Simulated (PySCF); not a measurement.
Input

```
{"job": {"kind": "uv", "xc": "PBE0", "basis": "def2-SVPD", "nstates": 8, "ntriplets": 3}, "charge": 0, "multiplicity": 1}
C      2.358199     1.891081    -0.955468
C      1.854607     1.019862    -0.307087
C      1.229353    -0.014268     0.489558
C     -0.269734    -0.185778     0.177023
C     -0.990101     1.132874     0.469046
Si    -0.507729    -0.647268    -1.664554
Si    -0.964448    -1.548922     1.325271
H      2.807673     2.646613    -1.527695
H      1.361372     0.245894     1.546824
H      1.757955    -0.955984     0.310408
H     -0.874425     1.419597     1.515563
H     -2.055108     1.050781     0.258246
H     -0.583684     1.938579    -0.142533
H     -0.101139     0.460029    -2.529196
H      0.297599    -1.831950    -1.970636
H     -1.924455    -0.942015    -1.895590
H     -0.746773    -1.144571     2.719097
H     -0.260845    -2.809903     1.083345
H     -2.398119    -1.715401     1.090915
```

Run with:

```sh
OMP_NUM_THREADS=1 python probes_run.py task.json out
```

Geometry: GFN2-xTB.

Theory: PySCF 2.14.0, PBE0/def2-SVPD, SCF density, gas phase.

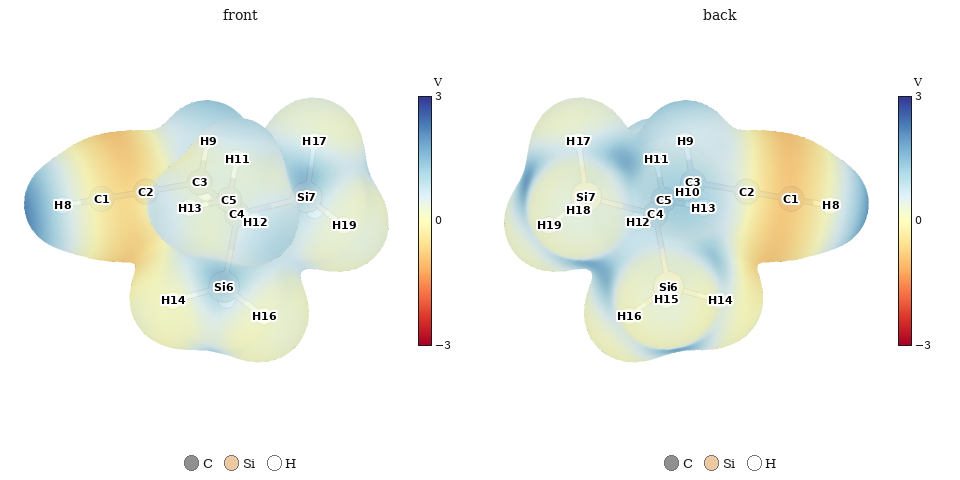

C5H12Si2 (SMILES C#CCC(C)([SiH3])[SiH3]). The electrostatic potential painted on the density surface at 0.004 e/bohr³, seen from the front and from behind; the colour scale runs from red (negative) to blue (positive).

**Where is the surface potential most negative and most positive?**

The most negative region (about −0.8 V, or −18 kcal/mol for a unit charge) lies over C1 and C2, the most positive (about +2.0 V, or +46 kcal/mol for a unit charge) over Si7 and H8.
